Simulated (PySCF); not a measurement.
Ga(H)2(SiMe3), C3H11GaSi, SMILES C[Si](C)(C)[GaH2], GFN2-xTB optimised geometry. Atoms within 1.6 Å of the plane z = 0.0 Å (x, y, z in Å): Ga1 (-1.57, -0.02, 0.00), H2 (-2.55, 1.28, 0.00), H3 (-2.56, -1.31, -0.05), Si4 (0.87, -0.02, 0.00), C5 (1.48, -1.55, -0.99), C7 (1.47, 1.59, -0.86), H8 (2.56, -1.67, -0.95), H9 (1.03, -2.45, -0.59), H14 (0.99, 2.45, -0.40), H16 (2.54, 1.73, -0.81).

Computed with PBE0/def2-TZVP in PySCF. Cells within 0.4 Å of a nucleus heavier than hydrogen are left out (blank, or x).

Map of the electron localisation function on the plane z = 0.0 Å:

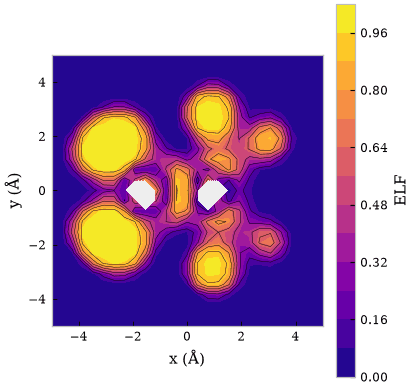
Figure: Electron localisation function on the plane z = 0.0 Å.
